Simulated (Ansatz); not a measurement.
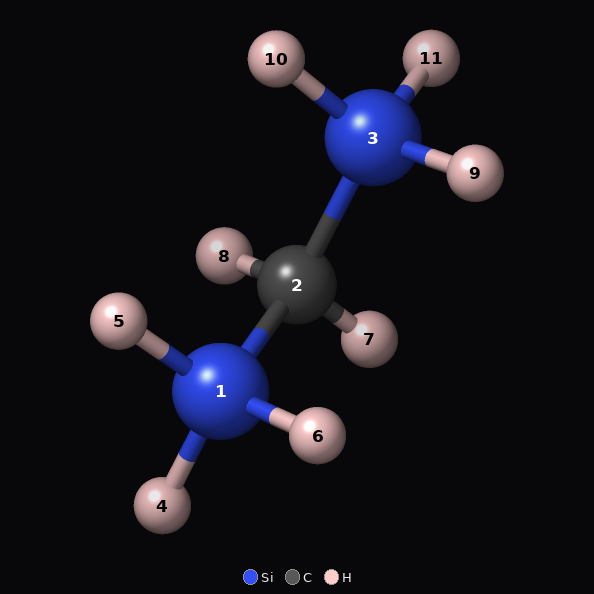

Atoms carry their numbers in the input. The computed structure is the end point of a PBE0-D4/def2-TZVP optimisation. No frequency run is at hand to confirm it as a minimum.

Estimate the angles Si1–C2–Si3, Si1–C2–H7, C2–Si1–H5, C2–Si1–H4.

```csv
angle,degrees
Si1–C2–Si3,114.5
Si1–C2–H7,108.8
C2–Si1–H5,110.2
C2–Si1–H4,111.0
```
